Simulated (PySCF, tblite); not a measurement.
# C5H6F2: magnetic properties

Aim: compute the magnetic properties of C5H6F2 (`FC[C@H]1C=C(F)C1`).

Programs: tblite 0.8.0 and PySCF 2.14.0, with routines of our own; each step states its level. All values are computed. Atoms count from 0.

## 1. The system as given

13 atoms, charge 0, multiplicity 1; geometry from: force field or distance geometry start.

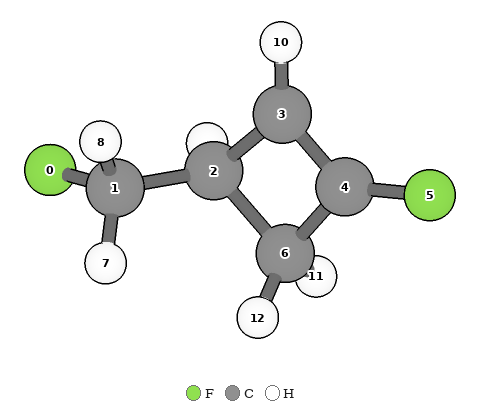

The starting geometry (fluorine green, carbon grey, hydrogen white).

## 2. Optimising the geometry with GFN2-xTB, one coordinate held

What the job is given:

```
{"job": {"kind": "relax", "xc": "GFN2-xTB", "basis": "xTB"}, "charge": 0, "multiplicity": 1}
F     -2.097100    -1.221000     0.582500
C     -1.583700     0.022200     0.353900
C     -0.322300    -0.155800    -0.480300
C     -0.174800     0.817100    -1.655400
C      0.959500     1.348100    -1.159800
F      1.780300     2.306900    -1.625300
C      0.953600     0.498900     0.080300
H     -1.364200     0.477600     1.341300
H     -2.329000     0.613500    -0.152700
H     -0.195500    -1.210000    -0.745100
H     -0.755500     0.981700    -2.550600
H      1.791200    -0.199900     0.197000
H      0.825400     1.038800     1.038900
```

The run is started by

```sh
$ OMP_NUM_THREADS=1 python excited_run.py task.json out
```

This one command runs all jobs of the session in turn.

Log:

```text
step      E/eV     max force
  0    -630.53189    1.388
  1    -630.58141    0.953
  2    -630.59895    0.370
  3    -630.60835    0.211
  4    -630.61370    0.217
  5    -630.61782    0.193
  6    -630.62119    0.155
  7    -630.62334    0.125
  8    -630.62481    0.097
  9    -630.62555    0.063
 10    -630.62588    0.052
 11    -630.62606    0.048
 12    -630.62623    0.038
 13    -630.62641    0.041
 14    -630.62659    0.052
 15    -630.62678    0.048
 16    -630.62699    0.045
 17    -630.62719    0.053
 18    -630.62734    0.049
 19    -630.62745    0.037
 20    -630.62754    0.031
 21    -630.62759    0.031
 22    -630.62762    0.034
 23    -630.62764    0.041
 24    -630.62766    0.046
 25    -630.62767    0.049
```

Run time: 0.17 s. Hardware: 1 thread of Intel Xeon Platinum 8375C at 2.90GHz, shared host.

One coordinate is held by a constraint (a dihedral, as typed in the start), so the force along it need not vanish.

Along the way:

| step | energy from step 0 (eV) | largest force (eV/Å) |
| --- | --- | --- |
| 0 | 0.0000 | 1.3885 |
| 1 | -0.0495 | 0.9532 |
| 2 | -0.0671 | 0.3700 |
| 3 | -0.0765 | 0.2107 |
| 4 | -0.0818 | 0.2167 |
| 5 | -0.0859 | 0.1929 |
| 6 | -0.0893 | 0.1549 |
| 7 | -0.0915 | 0.1249 |
| 8 | -0.0929 | 0.0969 |
| 9 | -0.0937 | 0.0631 |
| 10 | -0.0940 | 0.0522 |
| 11 | -0.0942 | 0.0483 |
| 12 | -0.0943 | 0.0384 |
| 13 | -0.0945 | 0.0410 |
| 14 | -0.0947 | 0.0520 |
| 15 | -0.0949 | 0.0481 |
| 16 | -0.0951 | 0.0449 |
| 17 | -0.0953 | 0.0530 |
| 18 | -0.0955 | 0.0489 |
| 19 | -0.0956 | 0.0371 |
| 20 | -0.0956 | 0.0308 |
| 21 | -0.0957 | 0.0311 |
| 22 | -0.0957 | 0.0338 |
| 23 | -0.0958 | 0.0411 |
| 24 | -0.0958 | 0.0463 |
| 25 | -0.0958 | 0.0490 |

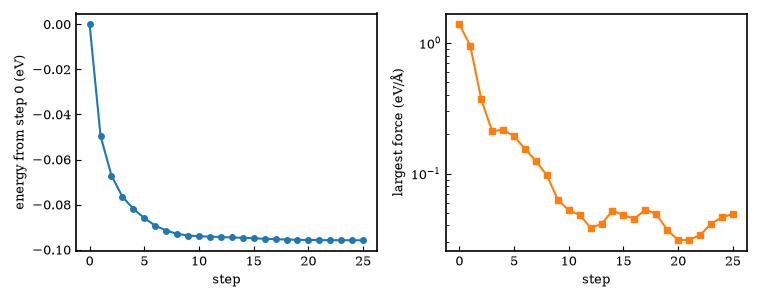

Energy and largest force along the relaxation.

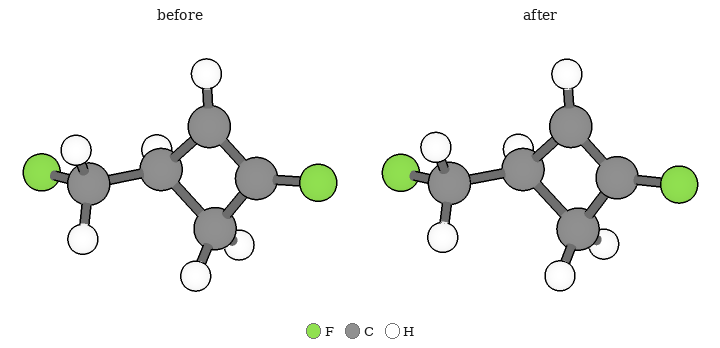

Before and after, at one scale.

Distances of close pairs at the start and the end, largest changes first:

```
  bond  before (Å)  after (Å)  change (Å)
 C3–C4       1.347      1.326      -0.021
C6–H12       1.108      1.088      -0.020
 C2–C6       1.540      1.558      +0.018
 C2–C3       1.533      1.515      -0.017
 C1–H8       1.078      1.095      +0.017
 C1–H7       1.109      1.094      -0.016
 C4–F5       1.345      1.334      -0.011
 F0–C1       1.364      1.374      +0.009
```

The end geometry stands in the next job.

## 3. Magnetic properties: GIAO HF/pcSseg-1

What the job is given:

```
{"job": {"kind": "mag", "xc": "HF", "basis": "pcSseg-1", "isotopologues": 0}, "charge": 0, "multiplicity": 1}
F     -2.129663    -1.227405     0.616071
C     -1.593203     0.010187     0.355629
C     -0.321674    -0.125043    -0.478338
C     -0.173222     0.823473    -1.650863
C      0.944241     1.339485    -1.158696
F      1.804846     2.266615    -1.582115
C      0.988205     0.504904     0.082959
H     -1.405818     0.477373     1.326567
H     -2.364976     0.571533    -0.181013
H     -0.205857    -1.176049    -0.751460
H     -0.764684     0.976612    -2.531296
H      1.835778    -0.173768     0.160766
H      0.874730     1.050190     1.017390
```

Method: GIAO HF/pcSseg-1 magnetisability, rotational g tensor and spin-rotation constants, non-relativistic, gas phase.

Log:

```text
final grid: 111480 points
cycle   1  E = -391.4429363098  dE =  1.710e+00  |g| = 7.304e-01  |ddm| = 3.146e+00
cycle   2  E = -391.5456901333  dE = -1.028e-01  |g| = 4.192e-01  |ddm| = 7.036e-01
cycle   3  E = -391.5746609931  dE = -2.897e-02  |g| = 7.634e-02  |ddm| = 2.875e-01
cycle   4  E = -391.5764810994  dE = -1.820e-03  |g| = 1.795e-02  |ddm| = 9.207e-02
cycle   5  E = -391.5765918521  dE = -1.108e-04  |g| = 5.293e-03  |ddm| = 2.710e-02
cycle   6  E = -391.5766034695  dE = -1.162e-05  |g| = 1.867e-03  |ddm| = 8.813e-03
cycle   7  E = -391.5766054542  dE = -1.985e-06  |g| = 7.948e-04  |ddm| = 3.491e-03
cycle   8  E = -391.5766057472  dE = -2.930e-07  |g| = 2.217e-04  |ddm| = 1.354e-03
cycle   9  E = -391.5766057911  dE = -4.398e-08  |g| = 7.951e-05  |ddm| = 5.548e-04
cycle  10  E = -391.5766057962  dE = -5.016e-09  |g| = 2.883e-05  |ddm| = 1.941e-04
cycle  11  E = -391.5766057968  dE = -6.538e-10  |g| = 9.667e-06  |ddm| = 7.340e-05
converged SCF energy = -391.5766057968

Magnetisability tensor (1e-30 J/T^2)
     -958.56      -30.44       35.12
      -30.44     -965.94        5.63
       35.12        5.63     -922.78
isotropic -949.09   principal values   -1003.23   -944.97   -899.08
isotropic susceptibility -57.156 1e-6 cm^3/mol

Inertial axes            a          b          c
rot. const./GHz      9.4877     1.2559     1.1833
chi total           -60.394    -54.147    -56.926
chi diamagnetic    -219.617   -932.340   -994.328
chi paramagnetic    159.223    878.193    937.402
quadrupole/D A      -16.311      9.717      6.594
g nuclear            0.6766     0.5010     0.5076
g electronic        -0.7097    -0.5181    -0.5211
g total             -0.0331    -0.0171    -0.0135

Spin-rotation constants (kHz, H = +C I.J)
atom  isotope        aa         bb         cc
  0    19F        1.688      0.507      0.085
  5    19F        8.088      1.884      0.585
  7     1H       -1.038     -0.016     -0.030
  8     1H       -1.037      0.039     -0.082
  9     1H       -0.805     -0.142      0.022
 10     1H       -1.019      0.097     -0.140
 11     1H       -1.033     -0.050     -0.031
 12     1H       -1.050     -0.079     -0.019
  1    13C*       1.761      0.327      0.265
  2    13C*       1.603      0.219      0.125
  3    13C*       3.329      0.373      0.202
  4    13C*       4.379      0.447      0.276
  6    13C*       1.314      0.220      0.206
* in the singly substituted isotopologue
```

Run time: 13 s. Hardware: 1 thread of Intel Xeon Platinum 8375C at 2.90GHz, shared host; peak memory 0.76 GiB.

In short:

```
              quantity                      value
       magnetisability            -949·10⁻³⁰ J/T²
  molar susceptibility         -57.2·10⁻⁶ cm³/mol
rotational g (a, b, c)  -0.0331, -0.0171, -0.0135
```

The fields below are evaluated on a grid from the run's orbitals.

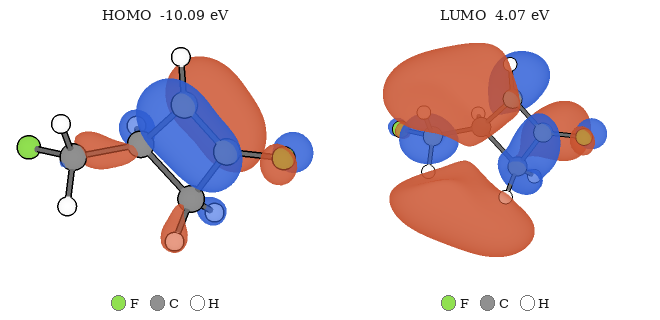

HF/pcSseg-1 orbitals near the gap, drawn at the value that encloses 70 % of each; the two colours are the two signs.

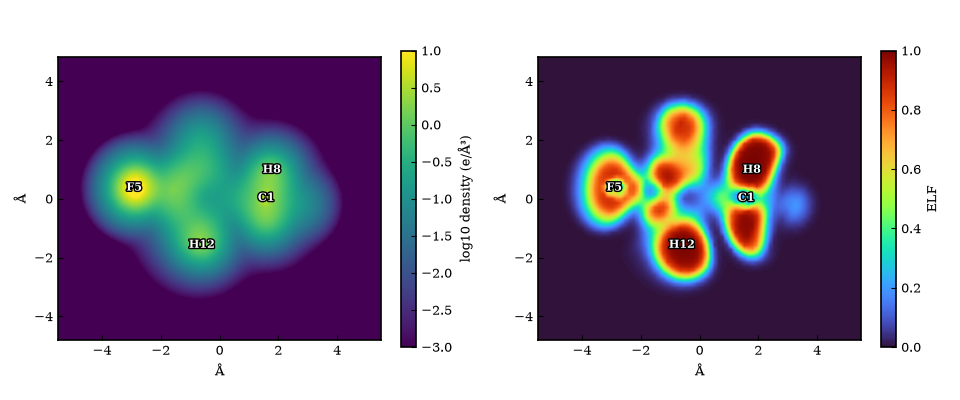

Density (left) and ELF (right) in a plane through or near 4 of the atoms.

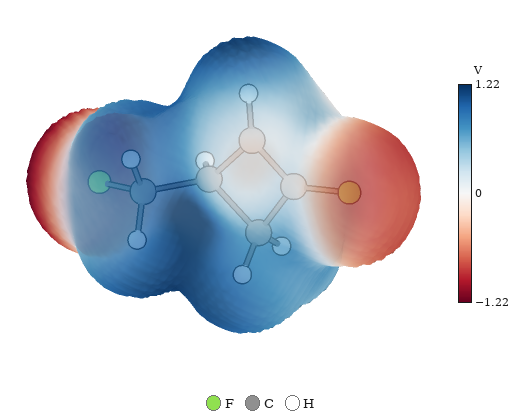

The potential that a unit positive charge feels on the 0.002 e/bohr³ surface, from the 1st to the 99th percentile, from -1.22 V near F0 to 1.20 V near H7.

## 4. Summary of results

| quantity | value |
| --- | --- |
| magnetisability (step 3, GIAO HF/pcSseg-1) | -949·10⁻³⁰ J/T² |
| molar susceptibility (step 3, GIAO HF/pcSseg-1) | -57.2·10⁻⁶ cm³/mol |
| rotational g (a, b, c) (step 3, GIAO HF/pcSseg-1) | -0.0331, -0.0171, -0.0135 |
| surface potential, 1st and 99th percentile | -1.22 V and 1.20 V |

What this shows: The values above hold for this geometry and these levels alone. Vibrational averaging and real surroundings are missing from these values.
